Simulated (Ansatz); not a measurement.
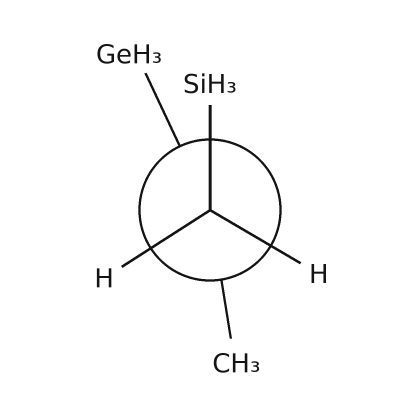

A Newman projection along the Si–N bond, silicon in front; angles are drawn as computed, but eclipsed bonds slightly apart. The computed structure is the end point of a PBE-D4/def2-SVP optimisation. No frequency run is at hand to confirm it as a minimum.

### Which molecule is it?

CH11GeNSi2, C[N]([GeH3])[SiH2][SiH3]

### What is the torsion angle from the front SiH3 to the back GeH3? The sign is positive where the front bond must turn clockwise to cover the back bond.

−25°, synperiplanar.
